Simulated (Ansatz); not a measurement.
The calculation's input:

```
crystal:
  periodic: [false, false, false]
  atoms:
    - {symbol: C, position_ang: [-0.521400, 0.700300, -0.437000]}
    - {symbol: Si, position_ang: [0.448400, -0.642000, 0.395200]}
    - {symbol: F, position_ang: [1.946500, -0.649600, -0.178800]}
    - {symbol: H, position_ang: [-0.562400, 0.542500, -1.517100]}
    - {symbol: H, position_ang: [-1.546700, 0.713200, -0.056500]}
    - {symbol: H, position_ang: [-0.077200, 1.680300, -0.248400]}
    - {symbol: H, position_ang: [0.538700, -0.420800, 1.860700]}
    - {symbol: H, position_ang: [-0.133700, -1.981200, 0.126000]}
basis:
  gaussian: {orbitals: pcseg-2}
hamiltonian:
  xc:
    text: |
      parameter a = 0.2
      parameter omega = 0.11/bohr
      exchange = (1 - a)*pbe_x_sr(omega) + a*exact_x_sr(omega) + exact_x_lr(omega)
      correlation = vwn5_c
output: {orbitals: {seedname: orbitals}}
```

Run with:

```sh
ansatz run job.yaml --threads 1 --pin off --max-ram 2610MiB --events-out events.jsonl --progress --plain --runs-dir runs
```

Geometry: PBE0-D4/def2-TZVP.

The calculation used Ansatz, isolated molecule in a Gaussian basis; Kohn-Sham density functional theory, functional PBEx+VWN5c.

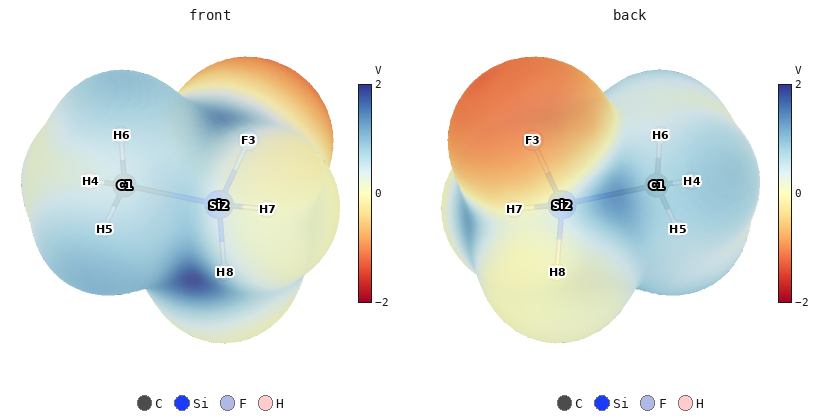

CH₅FSi (SMILES C[SiH2]F). The electrostatic potential painted on the density surface at 0.002 e/bohr³, seen from the front and from behind; red is negative and blue positive.

Q: Which sites attract a positive test charge, and which a negative one?

A: A positive charge is drawn to the negative regions and a negative charge to the positive ones. The most negative region (about −1.1 V) lies over F3, the most positive (about +1.7 V) over Si2.
